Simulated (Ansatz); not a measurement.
# CsB3H3: a short molecular-dynamics run

A trajectory of CsB3H3, a database structure with 14 atoms that was not relaxed first: 20 steps of 0.5 fs under a Langevin thermostat at 300 K.

Program: Ansatz 0.2.0. Level of theory: DFT PBEsol, plane waves, PAW, scalar-relativistic, no spin polarisation. These are calculated values, not measurements.

### 1 The starting structure

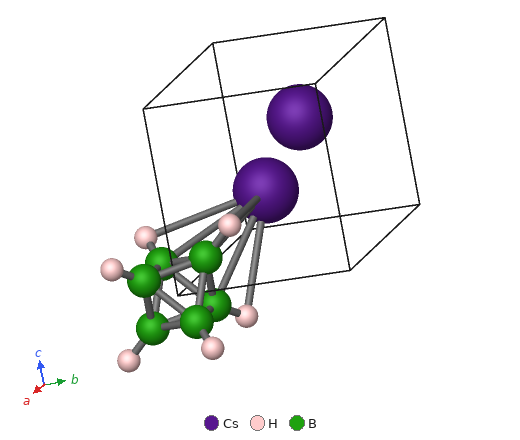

The starting structure, seen slightly off an axis (caesium purple, hydrogen pink, boron green). Each atom of the cell is drawn once.

Coordinates:

```xyz
14
Lattice="0.0000 4.7967 4.7967 4.7967 0.0000 4.7967 4.7967 4.7967 0.0000" Properties=species:S:1:pos:R:3 pbc="T T T"
Cs    2.3984    2.3984    2.3984
Cs    7.1951    7.1951    7.1951
H     2.3360    4.7967    4.7967
H     4.7967    2.3360    4.7967
H     7.2574    4.7967    4.7967
H     4.7967    7.2574    4.7967
H     4.7967    4.7967    2.3360
H     4.7967    4.7967    7.2574
B     1.2222    4.7967    4.7967
B     4.7967    1.2222    4.7967
B     8.3712    4.7967    4.7967
B     4.7967    8.3712    4.7967
B     4.7967    4.7967    1.2222
B     4.7967    4.7967    8.3712
```

### 2 Molecular dynamics

File input.yaml:

```yaml
crystal:
  lattice:
    - [0.0, 4.796708, 4.796708]
    - [4.796708, 0.0, 4.796708]
    - [4.796708, 4.796708, 0.0]
  atoms:
    - { symbol: Cs, position: [0.25, 0.25, 0.25] }
    - { symbol: Cs, position: [0.75, 0.75, 0.75] }
    - { symbol: H, position: [0.7565, 0.2435, 0.2435] }
    - { symbol: H, position: [0.2435, 0.7565, 0.2435] }
    - { symbol: H, position: [0.2435, 0.7565, 0.7565] }
    - { symbol: H, position: [0.7565, 0.2435, 0.7565] }
    - { symbol: H, position: [0.2435, 0.2435, 0.7565] }
    - { symbol: H, position: [0.7565, 0.7565, 0.2435] }
    - { symbol: B, position: [0.8726, 0.1274, 0.1274] }
    - { symbol: B, position: [0.1274, 0.8726, 0.1274] }
    - { symbol: B, position: [0.1274, 0.8726, 0.8726] }
    - { symbol: B, position: [0.8726, 0.1274, 0.8726] }
    - { symbol: B, position: [0.1274, 0.1274, 0.8726] }
    - { symbol: B, position: [0.8726, 0.8726, 0.1274] }
kpoints:
  mp_grid: { grid: [3, 3, 3] }
magnetization:
  spin_polarized: false
scf:
  occupations: { method: gaussian, width: 0.1 }
hamiltonian:
  pseudopotentials: { kind: paw }
  xc: pbesol
basis:
  ecutwfc: 420
md:
  timestep: 0.5
  n_steps: 20
  ensemble: nvt_langevin
  temperature: 300.0
  initial_velocities: maxwell_boltzmann
  seed: 674830
```

Launch:

```console
ansatz run input.yaml --threads 2 --pin off --max-ram 2560MiB --backend cpu --events-out ev --progress --plain --runs-dir out
```

The log of the run, shortened:

```text
Warning: md: disabling space-group detection — thermal motion breaks the input geometry's symmetry, so no spatial operation reduces the k-mesh or symmetrises the density; time reversal is kept, so that k and −k are solved as one point where they differ and the mesh holds both, and exact [...]
Warning: RAYON_NUM_THREADS=2 ignored (pool sized by the plan → 2); use --threads N
[...]
Pseudopotentials: kind: paw
Pseudopotential: Cs, paw, valence charge 9, recommended cutoff 420 eV (normal), Cs.paw.azcp
Pseudopotential: H, paw, valence charge 1, recommended cutoff 420 eV (normal), H.paw.azcp
Pseudopotential: B, paw, valence charge 3, recommended cutoff 420 eV (normal), B.paw.azcp
Functional definition: PBEsol
[...]
Crystal: 14 atoms, lattice volume = 220.729 Å³
Basis set: ecut = 420 eV, 4285 PW (Γ), exchange–correlation on 96×96×96 points (8 copies of the dense FFT grid, shifted against one another)
Bands: 35, of which v1, the nominal top of the filled ones, is band 21 counted from 1 (20 counted from 0)
Symmetry: 1 space group operations
k-points: 14 of 27 (time reversal used)
[...]
SCF iter   1: F=—  HF=-12184.720133 eV  |F-HF|=—  |Δ(HF+E_count)|=         —  Δρ=3.32e-3  dr2=2.27e-2  ethr=1.77e-3  ⟨swp⟩=11.2  Hψ=3380  notcnv=0
[...]
md step     0: t =     0.00 fs  T =   278.6 K  F+E_penalty+E_count = -12184.71474731 eV  E_kin = 0.504114 eV  (7 SCF iters)
[...]
md step     5: t =     2.50 fs  T =   618.8 K  F+E_penalty+E_count = -12185.29500590 eV  E_kin = 1.119758 eV  (4 SCF iters)
[...]
md step     6: t =     3.00 fs  T =   673.1 K  F+E_penalty+E_count = -12185.36054139 eV  E_kin = 1.218019 eV  (4 SCF iters)
[...]
SCF iter   3: F=—  HF=-12185.330765 eV  |F-HF|=—  |Δ(HF+E_count)|=   5.61e-5  Δρ=8.33e-6  dr2=7.24e-8  ethr=4.57e-9  ⟨swp⟩=2.0  Hψ=473  notcnv=0  defer=14
```

### 3 The log goes on

Output, continued, shortened:

```text
SCF iter   4: F=-12185.330765 eV  HF=-12185.330765 eV  |F-HF|=3.05e-9  |Δ(HF+E_count)|=   3.62e-8  Δρ=1.11e-6  dr2=5.66e-9  ethr=3.33e-11  ⟨swp⟩=5.0  Hψ=1355  notcnv=0
[...]
md step     7: t =     3.50 fs  T =   651.8 K  F+E_penalty+E_count = -12185.33076470 eV  E_kin = 1.179557 eV  (4 SCF iters)
[...]
md step    10: t =     5.00 fs  T =   385.3 K  F+E_penalty+E_count = -12184.83352954 eV  E_kin = 0.697331 eV  (7 SCF iters)
[...]
md step    13: t =     6.50 fs  T =   138.5 K  F+E_penalty+E_count = -12184.38309758 eV  E_kin = 0.250549 eV  (4 SCF iters)
[...]
md step    16: t =     8.00 fs  T =   174.8 K  F+E_penalty+E_count = -12184.43031278 eV  E_kin = 0.316373 eV  (4 SCF iters)
[...]
md step    19: t =     9.50 fs  T =   426.4 K  F+E_penalty+E_count = -12184.87369519 eV  E_kin = 0.771693 eV  (4 SCF iters)
[...]
md step    20: t =    10.00 fs  T =   491.6 K  F+E_penalty+E_count = -12185.01776264 eV  E_kin = 0.889629 eV  (7 SCF iters)
SCF converged after 7 iterations
Free energy (F): -12185.017763 eV
[...]
E sigma→0 (E₀):  -12185.017763 eV
Fermi energy:    3.787940 eV
[...]
--- Forces (eV/Å), atoms counted from 1 ---
  atom   1  Cs    -0.00834386    -0.00482890     0.03028785
  atom   2  Cs    -0.02659718     0.00543059    -0.00933746
  atom   3  H     -1.34301080     0.04611987     0.16983525
  atom   4  H     -0.54793955    -0.18218481    -0.26671670
  atom   5  H      1.11769148     0.15543607    -0.29546216
  atom   6  H      0.15116035     0.11579827     0.01510639
  atom   7  H      0.27622629    -0.43173159    -0.79323216
  atom   8  H      0.16665535     0.51649171     1.38349147
[...]
--- MD trajectory: 20 steps, t = 0.0 → 10.0 fs ---
  final state: T = 491.6 K   F+E_penalty+E_count = -12185.01776264 eV   E_kin = 0.889629 eV
```

Wall time 49 s (2 threads of Arm Neoverse V2, shared host); peak memory 0.52 GiB.

### 4 Frames and traces

The trajectory, every 2 steps (energies from step 0); msd is the mean square displacement from the start, the centre of mass held:

```
time (fs)  T (K)  potential energy change (meV/atom)  msd H (Å²)  msd B (Å²)  msd Cs (Å²)
      0.0    279                                 0.0       0.000       0.000        0.000
      1.0    333                                -6.2       0.001       0.000        0.000
      2.0    522                               -31.0       0.005       0.000        0.000
      3.0    673                               -46.1       0.014       0.000        0.000
      4.0    609                               -35.7       0.030       0.001        0.000
      5.0    385                                -8.5       0.048       0.001        0.000
      6.0    193                                16.3       0.064       0.002        0.000
      7.0    120                                27.0       0.072       0.002        0.000
      8.0    175                                20.3       0.072       0.002        0.000
      9.0    326                                 0.2       0.065       0.002        0.000
     10.0    492                               -21.6       0.054       0.003        0.000
```

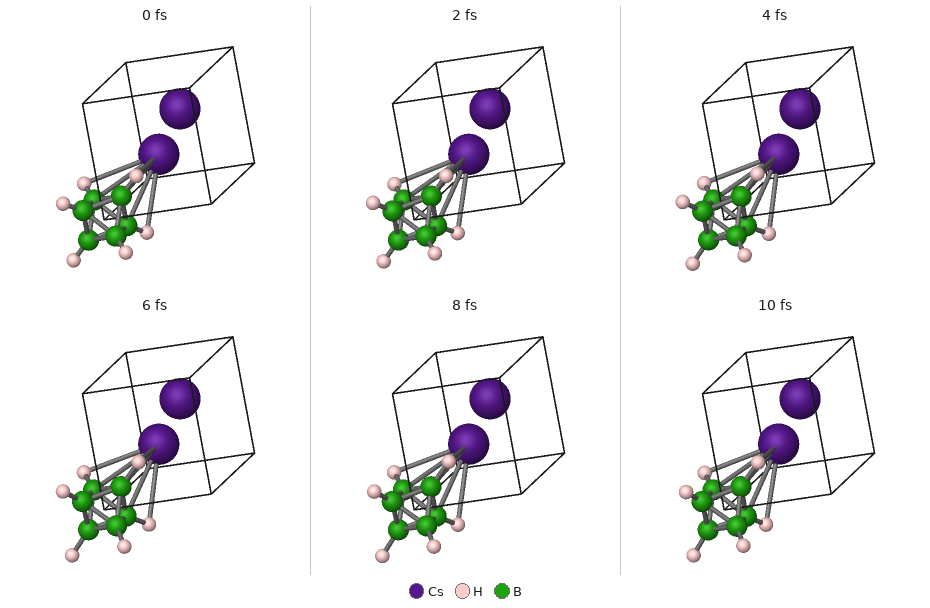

Six frames of the run, seen slightly off an axis. Each atom of the cell is drawn once. Atoms are followed across the cell's faces. Sticks are the contacts of the first frame, kept unless stretched by 40 %.

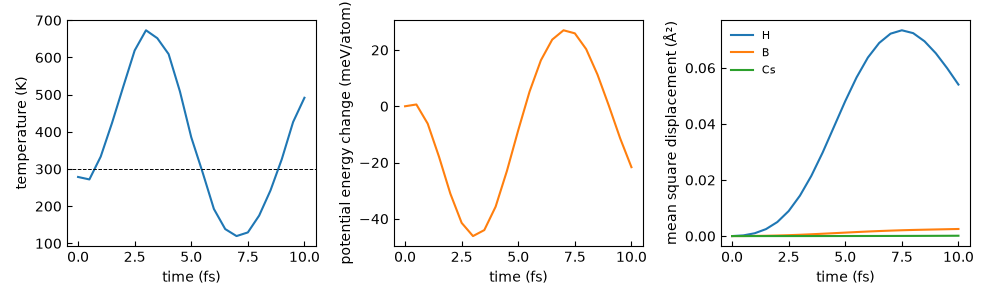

Traces against time; each panel has its own scale. The dashed line is the set temperature.

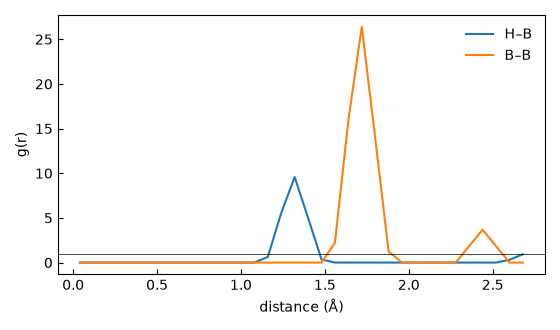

Pair distribution functions over the second half of the run, in bins of 0.08 Å, lightly smoothed, out to 2.8 Å.

First peaks of g(r) (not always the tallest), and, where a minimum follows, the mean number of second-named atoms round a first-named one up to the next minimum:

```
pair  peak (Å)  height  minimum (Å)  neighbours
 H–B      1.32     9.6         1.56         1.0
 B–B      1.72    26.4         1.96         4.0
```

### 5 Frames from the trajectory

Positions (Å) and forces (eV/Å):

```xyz
14
Lattice="0.000 4.797 4.797 4.797 0.000 4.797 4.797 4.797 0.000" Properties=species:S:1:pos:R:3:forces:R:3 pbc="T T T" time_fs=1.5 T=424 dE=-0.2514
Cs    2.398    2.398    2.397   -0.003    0.001    0.002
Cs    7.197    7.194    7.195   -0.005    0.000    0.000
H     2.318    4.797    4.786    3.342    0.003   -0.005
H     4.845    2.392    4.843   -0.064    1.255   -0.009
H     7.240    4.782    4.812   -2.181   -0.011    0.005
H     4.782    7.212    4.783   -0.008   -1.176   -0.010
H     4.769    4.819    2.345    0.007   -0.016    2.187
H     4.775    4.757    7.243    0.020    0.002   -2.330
B     1.221    4.796    4.798   -3.305    0.056   -0.090
B     4.787    1.231    4.807    0.141   -1.522   -0.124
B     8.371    4.796    4.790    2.022    0.139    0.036
B     4.791    8.378    4.798    0.053    1.017   -0.113
B     4.798    4.784    1.214   -0.042    0.194   -1.900
B     4.795    4.804    8.369    0.023    0.059    2.351
14
Lattice="0.000 4.797 4.797 4.797 0.000 4.797 4.797 4.797 0.000" Properties=species:S:1:pos:R:3:forces:R:3 pbc="T T T" time_fs=3.0 T=673 dE=-0.6458
Cs    2.398    2.399    2.397   -0.005    0.000    0.006
Cs    7.198    7.194    7.196   -0.011   -0.001    0.000
H     2.369    4.794    4.773    1.402    0.005    0.029
H     4.898    2.470    4.887   -0.272   -0.489   -0.108
H     7.174    4.773    4.830   -0.299    0.007   -0.056
H     4.763    7.137    4.765    0.026    0.661    0.034
H     4.740    4.844    2.402    0.099   -0.136    0.321
H     4.758    4.719    7.179    0.089    0.132   -0.440
B     1.212    4.797    4.799   -1.142    0.108   -0.209
B     4.779    1.236    4.816    0.402    0.052   -0.127
B     8.376    4.795    4.786   -0.116    0.279    0.113
B     4.786    8.388    4.800    0.049   -1.129   -0.302
B     4.800    4.771    1.203   -0.178    0.523    0.367
B     4.795    4.810    8.371   -0.044   -0.011    0.374
14
Lattice="0.000 4.797 4.797 4.797 0.000 4.797 4.797 4.797 0.000" Properties=species:S:1:pos:R:3:forces:R:3 pbc="T T T" time_fs=4.5 T=509 dE=-0.3215
Cs    2.399    2.399    2.395   -0.006   -0.003    0.011
Cs    7.199    7.194    7.196   -0.016   -0.001    0.000
H     2.453    4.790    4.758   -0.694    0.017    0.104
H     4.945    2.536    4.932   -0.494   -1.536   -0.235
H     7.099    4.766    4.849    1.170    0.033   -0.144
H     4.743    7.074    4.748    0.077    1.697    0.090
H     4.711    4.864    2.466    0.235   -0.289   -1.101
H     4.746    4.683    7.096    0.165    0.326    1.169
B     1.200    4.797    4.800    1.206    0.147   -0.375
B     4.772    1.240    4.824    0.648    1.000   -0.072
B     8.381    4.794    4.783   -1.803    0.390    0.201
B     4.781    8.397    4.802    0.014   -2.502   -0.559
B     4.802    4.759    1.191   -0.379    0.899    2.197
B     4.794    4.817    8.374   -0.124   -0.179   -1.284
14
Lattice="0.000 4.797 4.797 4.797 0.000 4.797 4.797 4.797 0.000" Properties=species:S:1:pos:R:3:forces:R:3 pbc="T T T" time_fs=5.5 T=291 dE=0.0732
Cs    2.399    2.399    2.394   -0.006   -0.004    0.016
Cs    7.200    7.194    7.197   -0.019   -0.002    0.000
H     2.500    4.783    4.750   -1.480    0.038    0.147
H     4.972    2.562    4.958   -0.606   -1.845   -0.306
H     7.061    4.762    4.861    1.692    0.046   -0.192
H     4.725    7.051    4.738    0.123    1.999    0.124
H     4.694    4.877    2.499    0.311   -0.374   -1.613
H     4.739    4.662    7.051    0.199    0.435    1.764
B     1.195    4.797    4.800    2.088    0.147   -0.482
B     4.769    1.244    4.828    0.773    1.227   -0.030
B     8.383    4.794    4.781   -2.405    0.453    0.252
B     4.778    8.400    4.805   -0.027   -2.961   -0.731
B     4.803    4.751    1.186   -0.498    1.128    2.905
B     4.792    4.821    8.374   -0.146   -0.287   -1.855
14
Lattice="0.000 4.797 4.797 4.797 0.000 4.797 4.797 4.797 0.000" Properties=species:S:1:pos:R:3:forces:R:3 pbc="T T T" time_fs=7.0 T=120 dE=0.3781
Cs    2.399    2.399    2.391   -0.005   -0.005    0.023
Cs    7.201    7.193    7.198   -0.023   -0.001   -0.003
H     2.540    4.777    4.739   -1.996    0.059    0.192
H     5.001    2.562    4.990   -0.700   -1.830   -0.374
H     7.031    4.754    4.874    1.998    0.075   -0.248
H     4.698    7.055    4.728    0.188    1.977    0.143
H     4.682    4.891    2.514    0.356   -0.453   -1.834
H     4.732    4.636    7.014    0.228    0.551    2.138
B     1.188    4.797    4.801    2.635    0.131   -0.597
B     4.765    1.253    4.833    0.853    1.038    0.007
B     8.381    4.795    4.778   -2.670    0.523    0.344
B     4.773    8.400    4.807   -0.088   -3.008   -0.890
B     4.803    4.742    1.184   -0.607    1.357    3.206
B     4.790    4.827    8.372   -0.169   -0.414   -2.108
14
Lattice="0.000 4.797 4.797 4.797 0.000 4.797 4.797 4.797 0.000" Properties=species:S:1:pos:R:3:forces:R:3 pbc="T T T" time_fs=8.5 T=242 dE=0.1578
Cs    2.399    2.401    2.389   -0.006   -0.006    0.027
Cs    7.201    7.193    7.199   -0.025    0.001   -0.006
H     2.536    4.781    4.731   -1.960    0.053    0.207
H     5.021    2.523    5.009   -0.705   -1.318   -0.371
H     7.044    4.739    4.890    1.813    0.123   -0.294
H     4.675    7.099    4.725    0.211    1.433    0.111
H     4.678    4.901    2.496    0.347   -0.487   -1.587
H     4.733    4.629    7.020    0.215    0.579    2.029
B     1.188    4.798    4.800    2.416    0.106   -0.601
B     4.762    1.262    4.836    0.850    0.311    0.021
B     8.375    4.798    4.775   -2.304    0.518    0.436
B     4.768    8.395    4.807   -0.090   -2.299   -0.894
B     4.802    4.735    1.190   -0.600    1.466    2.702
B     4.788    4.833    8.366   -0.162   -0.480   -1.781
14
Lattice="0.000 4.797 4.797 4.797 0.000 4.797 4.797 4.797 0.000" Properties=species:S:1:pos:R:3:forces:R:3 pbc="T T T" time_fs=10.0 T=492 dE=-0.3030
Cs    2.400    2.402    2.387   -0.008   -0.005    0.030
Cs    7.202    7.192    7.201   -0.027    0.005   -0.009
H     2.489    4.785    4.735   -1.343    0.046    0.170
H     5.031    2.456    5.023   -0.548   -0.182   -0.267
H     7.090    4.724    4.902    1.118    0.155   -0.295
H     4.660    7.171    4.729    0.151    0.116    0.015
H     4.682    4.900    2.450    0.276   -0.432   -0.793
H     4.744    4.637    7.070    0.167    0.516    1.383
B     1.193    4.799    4.799    1.472    0.044   -0.480
B     4.760    1.271    4.840    0.684   -1.031   -0.064
B     8.364    4.802    4.774   -1.287    0.468    0.477
B     4.764    8.386    4.805   -0.020   -0.623   -0.722
B     4.799    4.729    1.203   -0.490    1.380    1.411
B     4.786    4.837    8.357   -0.145   -0.458   -0.856
```

### 6 Results

```
                             quantity                          value
                               length             20 steps of 0.5 fs
     temperature, first and last step                  279 and 492 K
             temperature, second half  mean 265 K, from 120 to 492 K
        potential energy, second half     +8 meV/atom from the start
mean square displacement, second half  H 0.064, B 0.002, Cs 0.000 Å²
```

Against a set 300 K the second half averages 265 K with a spread of 123 K (in equilibrium 14 atoms would scatter by about 65 K, over a far longer run). No atom gets farther than 0.36 Å from its start, with the drift of the whole removed, against a typical distance of 2.6 Å between sites at the start. 10 fs on 14 atoms is far too short and small for converged averages. The nuclei move classically, without zero-point motion, which matters most for hydrogen.
